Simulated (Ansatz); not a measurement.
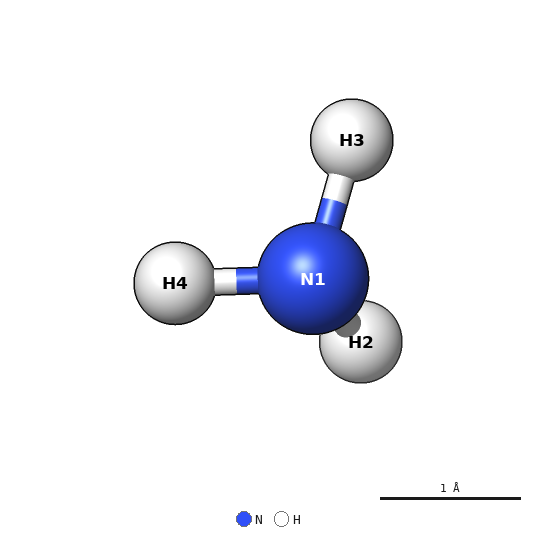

Simulated data, not a measurement (program: Ansatz).

Geometry: a fixed input geometry, not necessarily a minimum.

**How are the neighbours of atom 1 arranged?**

N1 has 3 neighbours (H2 at 1.05, H3 at 1.05, H4 at 0.99 Å); the arrangement is trigonal pyramidal.
